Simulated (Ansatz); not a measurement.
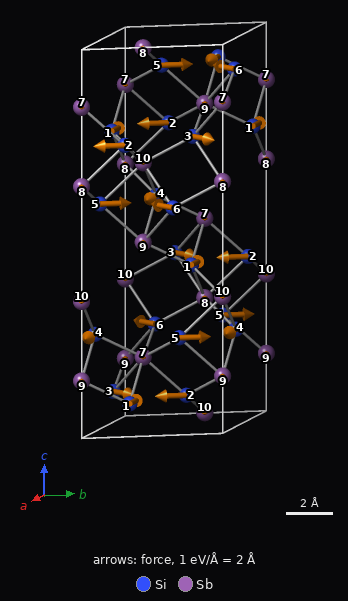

Starting geometry of a crystal of Si₃Sb₂ (built on the corundum_167 type) (coarse preliminary run) with the computed forces as orange arrows. A ball-and-stick model of the conventional cell (3 times the calculation's cell), seen slightly off an axis. Lengths and directions refer to the drawn axes.

Case: anti-corundum type (R-3c, No. 167).

These are results of Ansatz 0.2.0, DFT PBE, scalar-relativistic, plane waves, PAW, not measurements.

The input:
```yaml
crystal:
  lattice:
    - [3.1887431661, 1.8410217253, 5.8039914178]
    - [-3.1887431661, 1.8410217253, 5.8039914178]
    - [0.0, -3.6820434508, 5.8039914178]
  atoms:
    - { symbol: Si, position: [0.05625, 0.44375, 0.75] }
    - { symbol: Si, position: [0.75, 0.05625, 0.44375] }
    - { symbol: Si, position: [0.44375, 0.75, 0.05625] }
    - { symbol: Si, position: [0.94375, 0.55625, 0.25] }
    - { symbol: Si, position: [0.25, 0.94375, 0.55625] }
    - { symbol: Si, position: [0.55625, 0.25, 0.94375] }
    - { symbol: Sb, position: [0.85218, 0.85218, 0.85218] }
    - { symbol: Sb, position: [0.64782, 0.64782, 0.64782] }
    - { symbol: Sb, position: [0.14782, 0.14782, 0.14782] }
    - { symbol: Sb, position: [0.35218, 0.35218, 0.35218] }
basis:
  ecutwfc: 420
kpoints:
  mp_grid: { grid: [3, 3, 3] }
hamiltonian:
  xc: pbe
scf:
  occupations: { method: gaussian, width: 0.1 }
  lower_state_search: "off"
output:
  forces: true
  stress: true
  eigenvalues: true
relax:
  adjacent_minimum: "off"
  f_tol: 0.04
  max_steps: 70
  cell: { stress_tol: 0.4 }
```

Run as
```bash
ansatz run input.yaml --threads 1 --pin off --max-ram 2560MiB --backend cpu --events-out ev --progress --plain --runs-dir out
```

> What follows when this structure is relaxed?

It isn't relaxed: the largest force vector, on Si atoms, is 0.72 eV/Å. The atoms end up moving mostly along the starting forces (cosine between the two patterns 0.85). The energy falls by 478 meV per atom in 9 accepted moves (11 points after the start). The largest force component goes from 0.72 to 0.016 eV/Å. The pressure goes from 21.21 to 0.00 GPa. The SCF was repeated twice at an unchanged geometry on a basis and grid sized afresh for the cell, which shifted the energy by 11.6 meV per atom at most. The largest moves relative to the cell, 0.48 Å, are those of Si1, Si2, Si3, Si4, Si5 and Si6. Si1 goes along −a. By element the largest moves are Si 0.48 Å, Sb 0.31 Å. The drawn cell changes as follows: a = b 6.377 → 6.331 Å (−0.7 %), c 17.412 → 22.034 Å (+26.5 %); the volume changes by +24.7 %. Some distances before and after: Si1–Si2 3.383 → 2.518 Å, Si1–Sb7 2.642 → 2.946 Å, Si1–Sb10 2.485 → 2.739 Å. Bond angles that change, for instance: Sb9–Si4–Sb10 84.7° → 120.9°, Si1–Sb9–Si5 164.2° → 142.3°, Sb7–Si4–Sb8 120.4° → 102.6°. The space group stays R-3c (No. 167).
